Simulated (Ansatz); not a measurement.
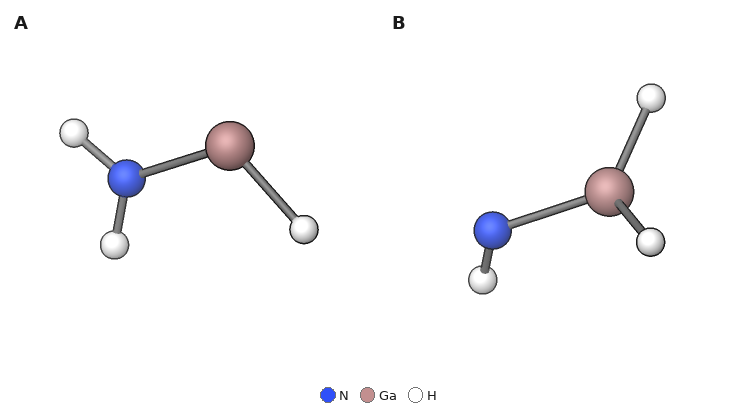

2 stationary structures of one formula. Charge 0, doublet. Geometries: PBE-D4/def2-SVP. Electronic energies: PBE-D4/def2-SVP (Ansatz 0.2.0), without zero-point energy. No frequency run is at hand to confirm each as a minimum.

> Which structure is the most stable?

A is lowest (Cs); B lies 1.532 eV above it (Cs).
